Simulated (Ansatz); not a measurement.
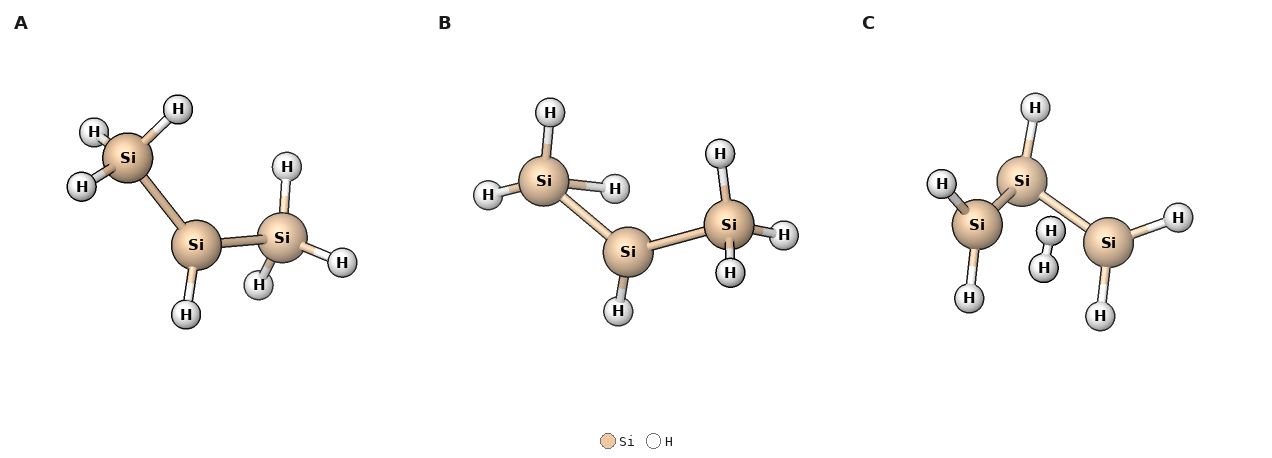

3 stationary structures of one formula. The species has charge +1 and is a spin singlet. Geometries: PBE0-D4/def2-TZVP. Electronic energies: PBE-D4/def2-TZVPP (Ansatz 0.2.0), without zero-point energy. No frequency run is at hand to confirm each as a minimum. Each is one conformer, not always the lowest.

Question: Rank them by energy, lowest first.

Answer: B is lowest; A lies 2.5 kcal/mol above it, C lies 27.7 kcal/mol above it.
